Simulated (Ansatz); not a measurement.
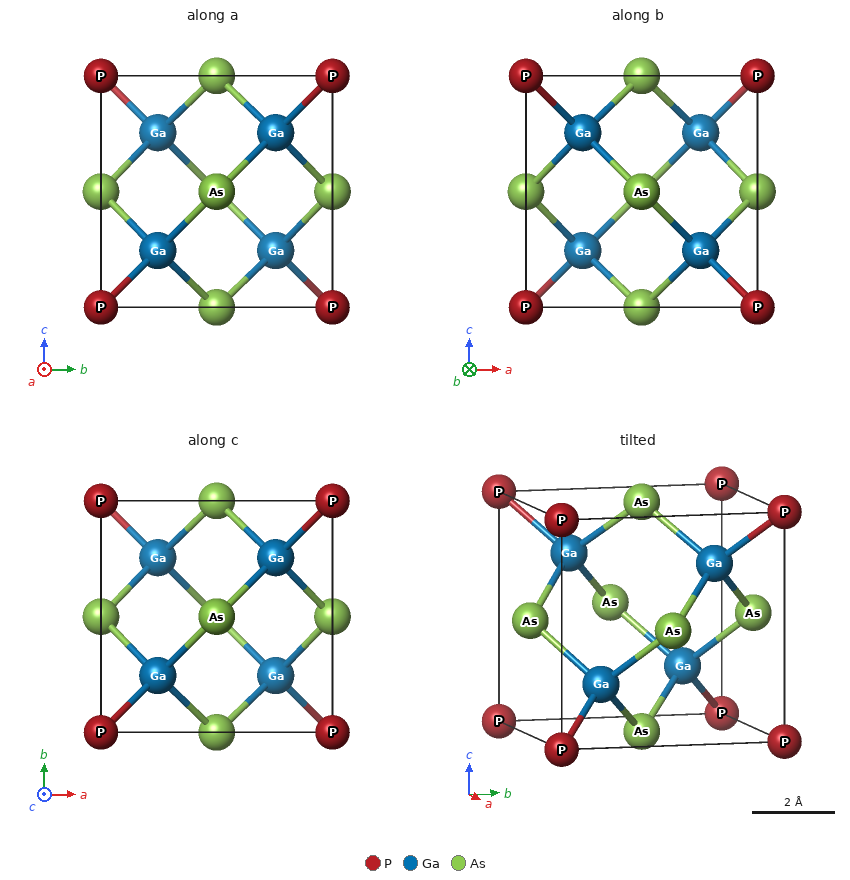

The figure gives a ball-and-stick picture of the atoms, viewed along the a axis, along the b axis, along the c axis and slightly off an axis. One conventional unit cell is outlined, and atoms on its boundary appear in each equivalent place.

Lattice parameters: a = 5.6828 Å, b = 5.6828 Å, c = 5.6828 Å, α = 90.000°, β = 90.000°, γ = 90.000°.

### Reconstruct the structure as a CIF with its space group and independent sites, with free fractional coordinates to two decimals.

```cif
data_structure
_symmetry_space_group_name_H-M 'P -4 3 m'
_symmetry_Int_Tables_number 215
_cell_length_a 5.6828
_cell_length_b 5.6828
_cell_length_c 5.6828
_cell_angle_alpha 90.000
_cell_angle_beta 90.000
_cell_angle_gamma 90.000
_cell_volume 183.53
loop_
_atom_site_label
_atom_site_type_symbol
_atom_site_symmetry_multiplicity
_atom_site_Wyckoff_symbol
_atom_site_fract_x
_atom_site_fract_y
_atom_site_fract_z
_atom_site_occupancy
P1 P 1 a 0.00 0.00 0.00 1
Ga1 Ga 4 e 0.75 0.75 0.75 1
As1 As 3 c 0.50 0.50 0.00 1
```

Origin of the cell: a structure type filled with these elements by a generator (whether the compound takes this form wasn't checked). The geometry was optimised with DFT, PBE, plane waves, PAW in Ansatz 0.2.0.
